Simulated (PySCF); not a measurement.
# C2H4Cl2 (1,2-dichloroethane): B3LYP/6-31G(d) (spherical functions)

Aim: the vertical ionisation energy of C2H4Cl2 (1,2-dichloroethane) at B3LYP/6-31G* (spherical functions), from 2 runs. 

The results are computed with PySCF 2.14.0.

2 further runs of the same task are left out: 2 set aside as unsound or not needed.

## Step 1: The system as given

The species is C2H4Cl2 (8 atoms), meant as a singlet with charge 0. SMILES: `ClCCCl`. The shape is that of a PBE0-D4/def2-TZVP optimisation. This is one conformer, not always the lowest.

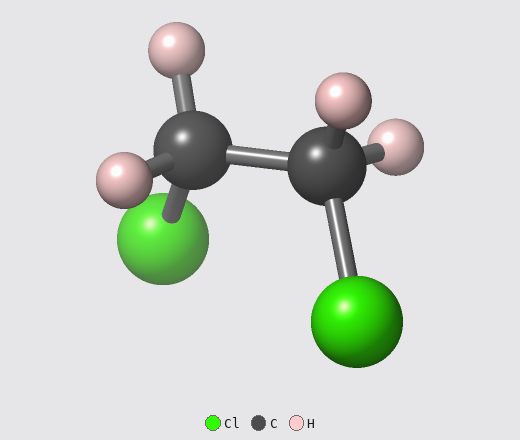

The structure, seen from a chosen angle (chlorine green, carbon dark grey, hydrogen pink).

## Step 2: The energy at B3LYP/6-31G(d) (spherical functions)

calc.py

```python
from pyscf import gto, dft

mol = gto.M(
    atom='''
Cl      -2.043530       0.146710      -0.469250
C       -0.462920       0.562090       0.226000
C        0.627600      -0.371560      -0.222240
Cl       0.432340      -2.010930       0.432390
H       -0.226170       1.575680      -0.101920
H       -0.570340       0.551100       1.309740
H        1.589520       0.001780       0.133100
H        0.653500      -0.454880      -1.307840
''',
    spin=0,
    max_memory=1860,
    verbose=3,
    basis='6-31g*',
)

calc0 = dft.RKS(mol, xc='b3lyp')
calc0.grids.level = 5
calc0.conv_tol = 1e-10
calc0.kernel()
if not calc0.converged:
    calc0 = calc0.newton().run(calc0.mo_coeff, calc0.mo_occ)

e_tot = calc0.e_tot
print('E = %.10f Eh' % e_tot)
```

Launch:

```
OMP_NUM_THREADS=1 python calc.py
```

The program printed:

```text
converged SCF energy = -999.007183853342
E = -999.0071838533 Eh
```

Run time: 13 s. Hardware: 1 thread of Arm Neoverse V2, shared host; peak memory 0.38 GiB.

## Step 3: The doublet cation

job.py

```python
from pyscf import gto, dft

system = gto.M(
    atom='''
Cl    -3.861712     0.277242    -0.886754
C     -0.874792     1.062196     0.427078
C      1.185992    -0.702147    -0.419973
Cl     0.817004    -3.800107     0.817099
H     -0.427399     2.977604    -0.192601
H     -1.077786     1.041428     2.475050
H      3.003757     0.003364     0.251523
H      1.234936    -0.859599    -2.471459
''',
    charge=1,
    spin=1,
    max_memory=1860,
    basis='6-31g*',
    unit='bohr',
    verbose=3,
)

mf = dft.UKS(system, xc='b3lyp')
mf.conv_tol = 1e-10
mf.grids.level = 5
mf.kernel()
if not mf.converged:
    mf = mf.newton().run(mf.mo_coeff, mf.mo_occ)

e_tot = mf.e_tot
print('E = %.10f Eh' % e_tot)
```

Launch:

```
OMP_NUM_THREADS=1 python job.py
```

The program printed:

```text
converged SCF energy = -998.616398140124  <S^2> = 0.75198503  2S+1 = 2.001984
E = -998.6163981401 Eh
```

It took 33 s on 1 thread of Arm Neoverse V2, shared host; peak memory 0.4 GiB.

## Step 4: Outcome

At B3LYP/6-31G* (spherical functions):

| quantity | value |
| --- | --- |
| singlet C2H4Cl2: total energy | -999.00718 Eh |
| singlet C2H4Cl2: dipole moment | 2.84 D |
| singlet C2H4Cl2: HOMO energy | -8.10 eV |
| singlet C2H4Cl2: LUMO energy | 0.45 eV |
| singlet C2H4Cl2: HOMO–LUMO gap | 8.55 eV |
| doublet cation: total energy | -998.61640 Eh |
| doublet cation: HOMO energy (highest over α and β) | -14.34 eV |
| doublet cation: LUMO energy (lowest over α and β) | -13.09 eV |
| doublet cation: ⟨S²⟩ | 0.752 |
| vertical ionisation energy (to the doublet cation) | 10.634 eV |

**Reading.** The vertical ionisation energy comes to 10.63 eV (1026 kJ/mol). −ε(HOMO) before ionisation, 8.10 eV, is 2.54 eV below this ionisation energy.
